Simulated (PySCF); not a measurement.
Si(H)(Et)2(Vi), C₆H₁₄Si, SMILES CC[SiH](CC)C=C at its GFN2-xTB optimised geometry (Å):

```
21

Si     0.1331    -0.3605     0.0000
C     -0.5145    -1.2335    -1.5435
C      0.2363    -1.8564    -2.4373
C     -0.5116    -1.2937     1.5379
C     -0.0621    -2.7503     1.5730
C     -0.5153     1.4353     0.0000
C     -0.0251     2.2528     1.1894
H      1.6067    -0.3605     0.0000
H     -1.5877    -1.2236    -1.7013
H     -0.1747    -2.3536    -3.3036
H      1.3087    -1.9004    -2.3394
H     -0.1706    -0.7970     2.4475
H     -1.6030    -1.2608     1.5602
H     -0.3992    -3.2752     0.6820
H      1.0227    -2.8136     1.6090
H     -0.4628    -3.2628     2.4462
H     -1.6067     1.4388    -0.0052
H     -0.2035     1.9294    -0.9213
H     -0.3968     3.2752     1.1401
H     -0.3659     1.8133     2.1238
H      1.0617     2.2873     1.2074
```

Computed with PBE0/def2-SVP in PySCF. Cells within 0.4 Å of a nucleus heavier than hydrogen are left out (blank, or x).

Map of the HOMO−1 amplitude (bohr^(-3/2)) on the plane z = 0.0 Å; orbital energy -8.14 eV, overall sign arbitrary:

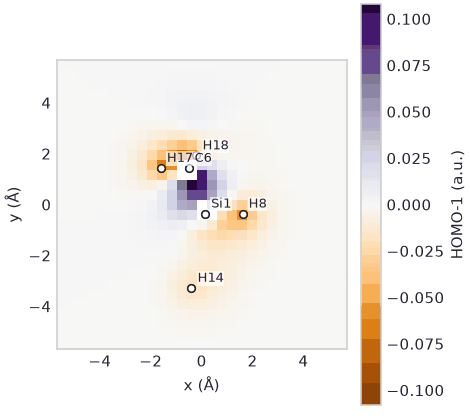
HOMO−1 amplitude (bohr^(-3/2)) on the plane z = 0.0 Å.
